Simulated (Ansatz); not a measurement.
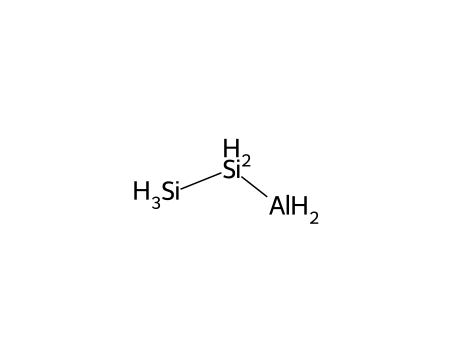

A structural formula.

Transcribe the drawing into SMILES.

[AlH2][SiH2][SiH3]

Give the formula, hydrogens included.

AlH7Si2.

An optimisation with PBE0-D4/def2-TZVP gave a structure of which point group?

Cs.

The parts below concern this one geometry. Atoms keep their numbers from picture to picture. The geometry was computed by an optimisation with PBE0-D4/def2-TZVP.

### Geometry

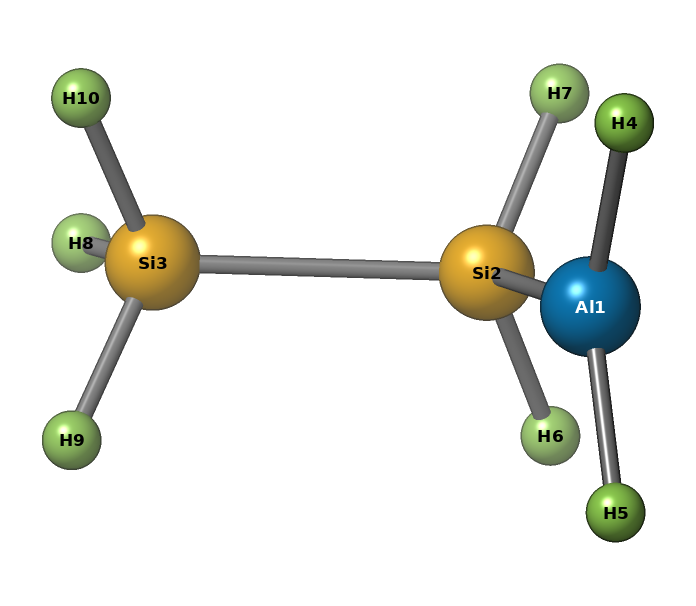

Si2 lies behind Al1. The molecule seen a little off the Al1–Si2 bond, Al1 in front. Distant atoms are faded towards the background colour.

What is the torsion angle H4–Al1–Si2–Si3? The sign is positive where the front bond must turn clockwise to cover the back bond.

−88°, about perpendicular.

### Electronic properties

Method: RKS r2SCANh-D4/def2-TZVPP (Ansatz 0.2.0).

Give the HOMO energy (Kohn–Sham orbital) at this level.

−7.05 eV.

Estimate the dispersion correction.

−5.2 kJ/mol.

What is the LUMO energy (Kohn–Sham orbital)?

−2.44 eV.

### Dipole moment

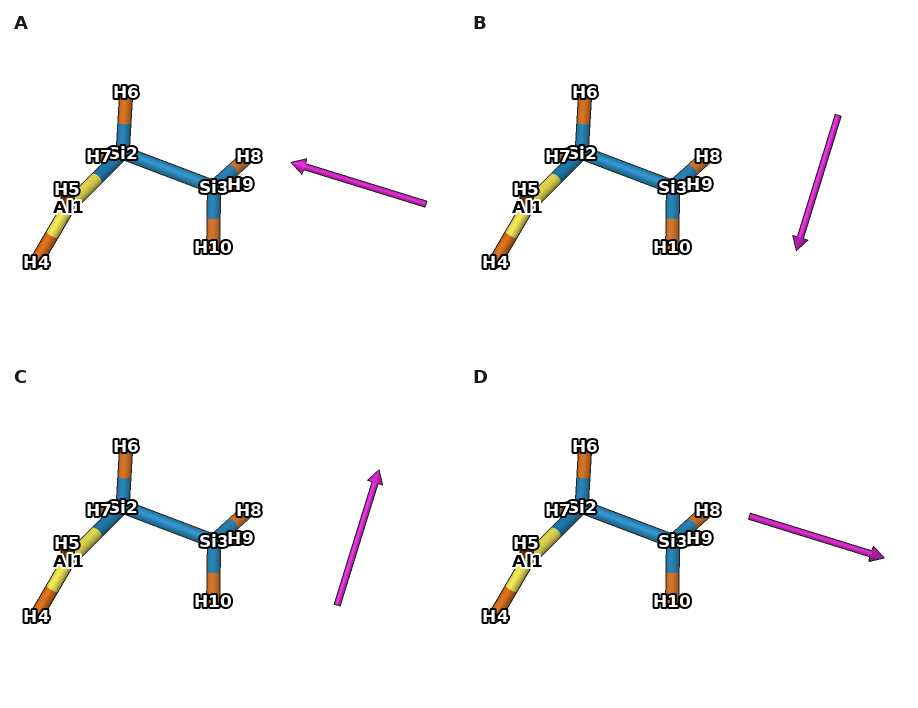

The same molecule four times, each with an arrow. Properties computed with RKS B3LYP-D4/def2-TZVPP (Ansatz 0.2.0).

Which arrow points along the dipole moment, from the negative to the positive end?

A. The dipole moment is 0.34 D; it points from the side of H8 to the side of H4, H5 (the outermost atoms at the two ends).

### Charges

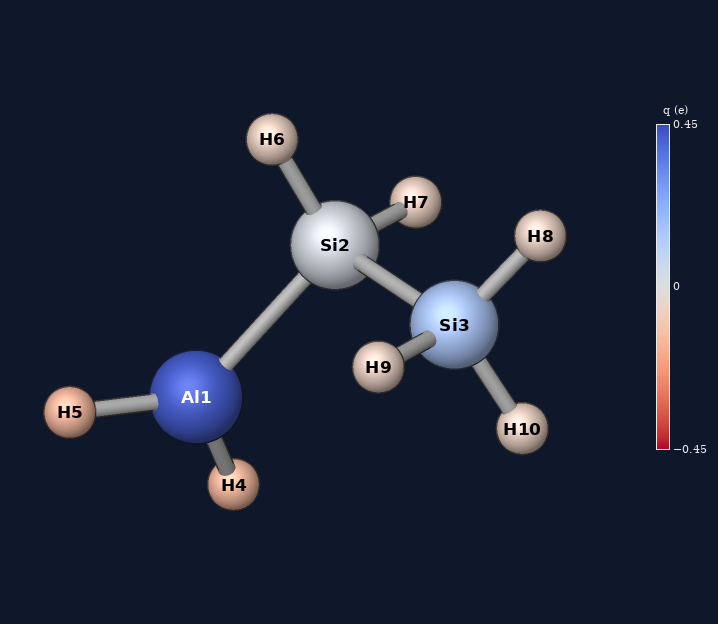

Atoms are coloured by their Mulliken charges. Properties computed with RKS B3LYP-D4/def2-TZVPP (Ansatz 0.2.0).

List the Mulliken charges.

```tsv
atom	value (e)
Al1	0.41
Si2	0.02
Si3	0.14
H4	−0.14
H5	−0.14
H6	−0.06
H7	−0.06
H8	−0.06
H9	−0.06
H10	−0.06
```

Mulliken values depend strongly on the basis set and can even reverse the polarity of a bond.
